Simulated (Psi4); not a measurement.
**B2PLYP/6-31G(d) (density fitting for correlation, spherical functions) run of Si2H4F2 (SMILES F[SiH2][SiH2]F)**

What is the vertical singlet–triplet gap of Si2H4F2 at B2PLYP/6-31G* (density fitting for correlation, spherical functions)? 

Program for the calculation: Psi4 1.11.

2 further runs of the same task are left out: 2 set aside as unsound or not needed.

**1. The molecule**

Si2H4F2 has 8 atoms, charge 0, and is taken as a singlet. As SMILES, `F[SiH2][SiH2]F`. The shape is that of a PBE0-D4/def2-TZVP optimisation. This is one conformer, not always the lowest.

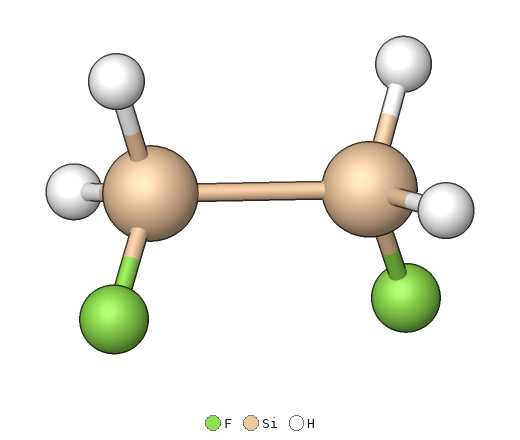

The structure, seen from a chosen angle (fluorine green, silicon light orange, hydrogen white).

**2. The energy at B2PLYP/6-31G(d) (density fitting for correlation, spherical functions)**

f2h4si2.dat

```
memory 2200 MB

molecule {
  0 1
  F     -3.65624211     2.27863176    -0.51872982
  Si    -0.67614401     2.13180004     0.02343260
  Si     0.67765579    -2.09684011     0.08333692
  F      0.53101304    -3.29190291    -2.70004069
  H      0.64269585     3.61731375    -1.95964599
  H     -0.18859467     3.29511544     2.53525657
  H      3.35388593    -2.19964121     0.93617032
  H     -0.90158833    -3.66965916     1.78919269
  units au
  symmetry c1
  no_reorient
  no_com
}

set {
  basis                6-31G*
  reference            rks
  puream               true
  e_convergence        1e-09
  d_convergence        1e-08
  scf_type             pk
  dft_radial_points    99
  dft_spherical_points 590
  num_frozen_docc      12
}

e = energy('b2plyp')
```

Started as:

```sh
$ psi4 -n 1 f2h4si2.dat f2h4si2.out
```

f2h4si2.out:

```text
[...]
  Running in c1 symmetry.
[...]
  Nuclear repulsion =  221.605032025805230
[...]
  Multiplicity = 1
[...]
  Nalpha       = 25
  Nbeta        = 25
[...]
    Number of basis functions: 72
[...]
   @RKS iter   1:  -780.47435386027746   -7.44984e-01   6.10602e-03 DIIS/ADIIS
[...]
   @RKS iter  10:  -780.54271531979873    1.13687e-13   6.27520e-09 DIIS
[...]
    Orbital Energies [Eh]
    ---------------------
    Doubly Occupied:
       1A    -67.268181     2A    -67.268161     3A    -25.352579
       4A    -25.352563     5A     -5.670258     6A     -5.670177
       7A     -3.924948     8A     -3.924880     9A     -3.922538
      10A     -3.922532    11A     -3.922483    12A     -3.921957
      13A     -1.345474    14A     -1.344909    15A     -0.669234
      16A     -0.625447    17A     -0.537823    18A     -0.536107
      19A     -0.535807    20A     -0.528403    21A     -0.527850
      22A     -0.496697    23A     -0.412668    24A     -0.407496
      25A     -0.345875
[...]
  @RKS Final Energy:  -780.54271531979873
   => Energetics <=
    Nuclear Repulsion Energy =            221.6050320258052295
    One-Electron Energy =               -1525.3997464469275656
    Two-Electron Energy =                 554.0186783936326265
    DFT Exchange-Correlation Energy =     -30.7666792923090249
    Empirical Dispersion Energy =           0.0000000000000000
    VV10 Nonlocal Energy =                  0.0000000000000000
    Total Energy =                       -780.5427153197987309
[...]
 Multipole Moments:
 ------------------------------------------------------------------------------------
     Multipole            Electronic (a.u.)      Nuclear  (a.u.)        Total (a.u.)
 ------------------------------------------------------------------------------------
 L = 1.  Multiply by 2.5417464519 to convert [e a0] to [Debye]
 Dipole X            :         25.7192815          -25.1994979            0.5197836
 Dipole Y            :          7.7611954           -7.5868725            0.1743229
 Dipole Z            :         24.7262110          -24.1731877            0.5530233
 Magnitude           :                                                    0.7787157
[...]
```

Run time: 10 s. Hardware: 1 thread of Intel Xeon 6975P-C (Granite Rapids), shared host; peak memory 0.99 GiB.

**3. The triplet, same level**

f2h4si2.json

```json
{
 "schema_name": "qcschema_input",
 "schema_version": 1,
 "molecule": {
  "schema_name": "qcschema_molecule",
  "schema_version": 2,
  "symbols": ["F", "Si", "Si", "F", "H", "H", "H", "H"],
  "geometry": [-3.65624211, 2.27863176, -0.51872982, -0.67614401, 2.13180004, 0.0234326, 0.67765579, -2.09684011, 0.08333692, 0.53101304, -3.29190291, -2.70004069, 0.64269585, 3.61731375, -1.95964599, -0.18859467, 3.29511544, 2.53525657, 3.35388593, -2.19964121, 0.93617032, -0.90158833, -3.66965916, 1.78919269],
  "molecular_charge": 0,
  "molecular_multiplicity": 3,
  "fix_symmetry": "c1",
  "fix_com": true,
  "fix_orientation": true
 },
 "driver": "energy",
 "model": {
  "method": "b2plyp",
  "basis": "6-31G*"
 },
 "keywords": {
  "reference": "uks",
  "puream": true,
  "e_convergence": 1e-09,
  "d_convergence": 1e-08,
  "scf_type": "pk",
  "dft_radial_points": 99,
  "dft_spherical_points": 590,
  "num_frozen_docc": 12,
  "maxiter": 100
 }
}
```

Started as:

```sh
$ psi4 --qcschema f2h4si2.json -n 1 --memory 2200MB
```

stdout:

```text
[...]
  Running in c1 symmetry.
[...]
  Nuclear repulsion =  221.605032025805230
[...]
  Multiplicity = 3
[...]
  Nalpha       = 26
  Nbeta        = 24
[...]
    Number of basis functions: 72
[...]
   @UKS iter   1:  -780.24402170748897   -5.14652e-01   6.16658e-03 ADIIS/DIIS
[...]
   @UKS iter  14:  -780.32115894235483   -7.95808e-13   7.23645e-09 DIIS
[...]
   @S^2 Observed:                2.003809850E+00
[...]
    Orbital Energies [Eh]
    ---------------------
    Alpha Occupied:
       1A    -67.309733     2A    -67.309708     3A    -25.369484
       4A    -25.369461     5A     -5.707983     6A     -5.707879
       7A     -3.966289     8A     -3.965606     9A     -3.961105
      10A     -3.961084    11A     -3.958285    12A     -3.958271
      13A     -1.363544    14A     -1.362896    15A     -0.715730
      16A     -0.646408    17A     -0.567238    18A     -0.559100
      19A     -0.555957    20A     -0.545968    21A     -0.543052
      22A     -0.517631    23A     -0.437653    24A     -0.433003
      25A     -0.410249    26A     -0.127785
    Alpha Virtual:
[...]
  @UKS Final Energy:  -780.32115894235483
   => Energetics <=
    Nuclear Repulsion Energy =            221.6050320258052295
    One-Electron Energy =               -1524.0515073068149832
    Two-Electron Energy =                 552.8438316316972987
    DFT Exchange-Correlation Energy =     -30.7185152930424152
    Empirical Dispersion Energy =           0.0000000000000000
    VV10 Nonlocal Energy =                  0.0000000000000000
    Total Energy =                       -780.3211589423548276
[...]
 Multipole Moments:
 ------------------------------------------------------------------------------------
     Multipole            Electronic (a.u.)      Nuclear  (a.u.)        Total (a.u.)
 ------------------------------------------------------------------------------------
 L = 1.  Multiply by 2.5417464519 to convert [e a0] to [Debye]
 Dipole X            :         25.8234787          -25.1994979            0.6239808
 Dipole Y            :          7.7962543           -7.5868725            0.2093817
 Dipole Z            :         24.8370046          -24.1731877            0.6638169
 Magnitude           :                                                    0.9347971
[...]
```

The result, in JSON:

```text
{
 "driver": "energy",
 "model": {
  "method": "b2plyp",
  "basis": "6-31G*"
 },
 "success": true,
 "return_result": -780.4899663191601,
 "properties": {
  "calcinfo_nbasis": 72,
  "calcinfo_nmo": 72,
  "calcinfo_nalpha": 26,
  "calcinfo_nbeta": 24,
  "calcinfo_natom": 8,
  "nuclear_repulsion_energy": 221.60503202580523,
  "return_energy": -780.4899663191601,
  "scf_one_electron_energy": -1524.051507306815,
  "scf_two_electron_energy": 552.8438316316973,
  "scf_xc_energy": -30.718515293042415,
  "scf_dipole_moment": [0.6239807586527277, 0.20938174198268555, 0.6638168626945635],
  "scf_total_energy": -780.3211589423548,
  "scf_iterations": 14
 }
}
```

It took 15 s on 1 thread of Intel Xeon 6975P-C (Granite Rapids), shared host; peak memory 0.99 GiB.

**4. Results**

Level: B2PLYP/6-31G* (density fitting for correlation, spherical functions), 12 core orbitals frozen.

```
                                                         quantity          value
                                            singlet: total energy  -780.70638 Eh
                       singlet: HOMO energy (SCF part's orbitals)       -9.41 eV
                       singlet: LUMO energy (SCF part's orbitals)        0.66 eV
                     singlet: HOMO–LUMO gap (SCF part's orbitals)       10.07 eV
                                            triplet: total energy  -780.48997 Eh
triplet: HOMO energy (SCF part's orbitals) (highest over α and β)       -3.48 eV
                                                    triplet: ⟨S²⟩          2.004
                 vertical energy of the triplet above the singlet       5.889 eV
```

In words: At this shape the triplet lies 5.89 eV (568 kJ/mol) above the singlet.
